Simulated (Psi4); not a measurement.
**PH3S (SMILES [PH3]=S) at B3LYP/6-31G(d) (spherical functions)**

What is the vertical singlet–triplet gap of PH3S at B3LYP/6-31G* (spherical functions)? The job is set up through a Python script.

The calculation is run with Psi4 1.11.

3 further runs of the same task are left out: 3 that didn't finish.

### 1 The structure to begin with

PH3S has 5 atoms, charge 0, and is taken as a singlet. As SMILES, `[PH3]=S`. The coordinates come from a GFN2-xTB relaxation.

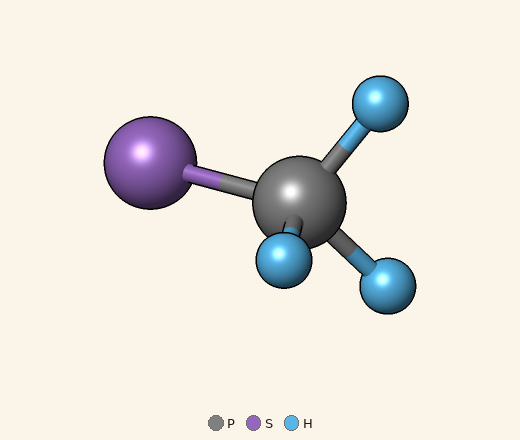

The structure, seen from a chosen angle (phosphorus grey, sulfur purple, hydrogen blue).

### 2 Energy and forces at B3LYP/6-31G(d) (spherical functions)

File h3ps.xyz:

```xyz
5
H3PS
P      0.007920    -0.006600     0.007660
S      1.261690    -0.941140     1.111260
H     -1.166840     0.461930     0.594540
H     -0.532470    -0.676580    -1.089190
H      0.429710     1.162380    -0.624270
```

File run.py:

```python
import psi4

psi4.set_memory(1600000000)
psi4.set_num_threads(1)
psi4.set_output_file('psi4.out', False)

with open('h3ps.xyz') as f:
    atoms = ''.join(f.readlines()[2:])
mol = psi4.geometry('0 1\n' + atoms + 'symmetry c1\nno_reorient\nno_com')

options = {'basis': '6-31G*', 'puream': True, 'e_convergence': 1e-09, 'd_convergence': 1e-08, 'scf_type': 'pk', 'dft_radial_points': 99, 'dft_spherical_points': 590}
psi4.set_options(options)

energy_value, wavefunction = psi4.gradient("b3lyp", return_wfn=True)
psi4.oeprop(wavefunction, "QUADRUPOLE", "MAYER_INDICES", "LOWDIN_CHARGES", title="B3LYP")
print('gradient / Eh bohr^-1')
print(energy_value.np.round(6))
print(f'energy = {wavefunction.energy():.10f} Eh')
```

Command:

```sh
$ python run.py
```

psi4.out:

```text
[...]
  Running in c1 symmetry.
[...]
  Nuclear repulsion =   93.089271308523081
[...]
  Multiplicity = 1
[...]
  Nalpha       = 17
  Nbeta        = 17
[...]
    Number of basis functions: 42
[...]
   @RKS iter   1:  -741.24342154713020    5.81113e-02   7.65159e-03 ADIIS/DIIS
[...]
   @RKS iter  10:  -741.32547448920025   -1.02318e-12   8.62909e-10 DIIS
[...]
    Orbital Energies [Eh]
    ---------------------
    Doubly Occupied:
       1A    -88.818559     2A    -77.146332     3A     -7.899298
       4A     -6.632373     5A     -5.864648     6A     -5.855479
       7A     -5.855478     8A     -4.792913     9A     -4.792911
      10A     -4.792336    11A     -0.774785    12A     -0.627070
      13A     -0.452979    14A     -0.452720    15A     -0.378790
      16A     -0.243137    17A     -0.243108
[...]
  @RKS Final Energy:  -741.32547448920025
   => Energetics <=
    Nuclear Repulsion Energy =             93.0892713085230810
    One-Electron Energy =               -1208.8405350193443155
    Two-Electron Energy =                 414.8248441537432996
    DFT Exchange-Correlation Energy =     -40.3990549321223895
    Empirical Dispersion Energy =           0.0000000000000000
    VV10 Nonlocal Energy =                  0.0000000000000000
    Total Energy =                       -741.3254744892002464
[...]
  -Total Gradient:
     Atom            X                  Y                   Z
    ------   -----------------  -----------------  -----------------
       1        0.006017750795    -0.004661366129     0.005477378758
       2       -0.016736469242     0.012527183431    -0.014795170363
       3        0.009525744317    -0.003717230363    -0.004594979938
       4        0.004513981111     0.005327003012     0.008781717786
       5       -0.003321023539    -0.009476024900     0.005131419288
[...]
 Multipole Moments:
 ------------------------------------------------------------------------------------
     Multipole            Electronic (a.u.)      Nuclear  (a.u.)        Total (a.u.)
 ------------------------------------------------------------------------------------
 L = 1.  Multiply by 2.5417464519 to convert [e a0] to [Debye]
 Dipole X            :        -36.9706319           35.9732801           -0.9973518
 Dipole Y            :         27.5950231          -26.8520823            0.7429408
 Dipole Z            :        -32.5798337           31.7023100           -0.8775237
 Magnitude           :                                                    1.5220774
 L = 2.  Multiply by 1.3450342976 to convert [e a0^2] to [Debye ang]
 Quadrupole XX       :       -119.9827906           97.4915624          -22.4912281
 Quadrupole XY       :         67.9511114          -66.7034502            1.2476613
[...]
```

Standard output:

```text
gradient / Eh bohr^-1
[[ 0.006018 -0.004661  0.005477]
 [-0.016736  0.012527 -0.014795]
 [ 0.009526 -0.003717 -0.004595]
 [ 0.004514  0.005327  0.008782]
 [-0.003321 -0.009476  0.005131]]
energy = -741.3254744892 Eh
```

Wall time 13 s (1 thread of AMD EPYC 7R43 (Zen 3), shared host); peak memory 0.52 GiB.

### 3 The triplet: a single-point energy at UB3LYP/6-31G(d) (spherical functions)

File calc.py:

```python
import psi4

psi4.set_memory('1600 MB')
psi4.set_num_threads(1)
psi4.set_output_file('psi4.out', False)

geom = psi4.geometry("""
0 3
P
S 1 1.913959
H 1 1.394277 2 118.24908
H 1 1.394265 3 99.55814 2 129.40777
H 1 1.394187 4 99.41518 3 -101.32845
symmetry c1
""")

psi4.set_options({
    'reference': 'uks',
    'puream': True,
    'e_convergence': 1e-09,
    'd_convergence': 1e-08,
    'scf_type': 'pk',
    'dft_radial_points': 99,
    'dft_spherical_points': 590,
    'maxiter': 200,
})

E, wfn = psi4.energy("b3lyp/6-31G*", return_wfn=True)
psi4.oeprop(wfn, "QUADRUPOLE", "DIPOLE", "MAYER_INDICES", title="B3LYP")
print(f'total energy {E:.8f} hartree = {E * 27.211386:.5f} eV')
```

Command:

```sh
$ python calc.py
```

psi4.out:

```text
[...]
  Running in c1 symmetry.
[...]
  Nuclear repulsion =   93.089252985908118
[...]
  Multiplicity = 3
[...]
  Nalpha       = 18
  Nbeta        = 16
[...]
    Number of basis functions: 42
[...]
   @UKS iter   1:  -741.08517745783308    2.16355e-01   6.21865e-03 DIIS/ADIIS
[...]
   @UKS iter  34:  -741.13951943151551   -6.38920e-11   3.61542e-09 DIIS
[...]
   @S^2 Observed:                2.002754097E+00
[...]
    Orbital Energies [Eh]
    ---------------------
    Alpha Occupied:
       1A    -88.865154     2A    -77.103999     3A     -7.950057
       4A     -6.597551     5A     -5.918807     6A     -5.910369
       7A     -5.901864     8A     -4.758346     9A     -4.756497
      10A     -4.755791    11A     -0.809125    12A     -0.645793
      13A     -0.453110    14A     -0.440832    15A     -0.415977
      16A     -0.322973    17A     -0.284006    18A     -0.067723
    Alpha Virtual:
      19A      0.016968    20A      0.027660    21A      0.082890
      22A      0.203215    23A      0.248267    24A      0.254915
      25A      0.278791    26A      0.340929    27A      0.354434
[...]
  @UKS Final Energy:  -741.13951943151551
   => Energetics <=
    Nuclear Repulsion Energy =             93.0892529859081179
    One-Electron Energy =               -1208.4025672271211533
    Two-Electron Energy =                 414.5779091599032427
    DFT Exchange-Correlation Energy =     -40.4041143502057665
    Empirical Dispersion Energy =           0.0000000000000000
    VV10 Nonlocal Energy =                  0.0000000000000000
    Total Energy =                       -741.1395194315155095
[...]
 Multipole Moments:
 ------------------------------------------------------------------------------------
     Multipole            Electronic (a.u.)      Nuclear  (a.u.)        Total (a.u.)
 ------------------------------------------------------------------------------------
 L = 1.  Multiply by 2.5417464519 to convert [e a0] to [Debye]
 Dipole X            :          0.0287939            0.0020519            0.0308458
 Dipole Y            :         -0.0200762           -0.0020932           -0.0221694
 Dipole Z            :          2.9759650           -3.5257166           -0.5497516
 Magnitude           :                                                    0.5510624
 L = 2.  Multiply by 1.3450342976 to convert [e a0^2] to [Debye ang]
 Quadrupole XX       :        -27.6340868            8.0772268          -19.5568600
 Quadrupole XY       :         -0.8255738            0.0087179           -0.8168559
[...]
```

The script printed:

```text
total energy -741.13951943 hartree = -20167.43354 eV
```

It took 37 s on 1 thread of AMD EPYC 7R43 (Zen 3), shared host; peak memory 0.52 GiB.

### 4 Summary of results

At B3LYP/6-31G* (spherical functions):

```
                                        quantity          value
                           singlet: total energy  -741.32547 Eh
                          singlet: dipole moment         3.87 D
                            singlet: HOMO energy       -6.62 eV
                            singlet: LUMO energy        0.05 eV
                          singlet: HOMO–LUMO gap        6.66 eV
               singlet: largest force on an atom     1.317 eV/Å
                           triplet: total energy  -741.13952 Eh
                          triplet: dipole moment         1.40 D
     triplet: HOMO energy (highest over α and β)       -1.84 eV
                                   triplet: ⟨S²⟩          2.003
vertical energy of the triplet above the singlet       5.060 eV
```

**Reading.** At this shape the triplet lies 5.06 eV (488 kJ/mol) above the singlet. The largest force (singlet) is 1.32 eV/Å: the shape isn't a stationary point for this species at this level.
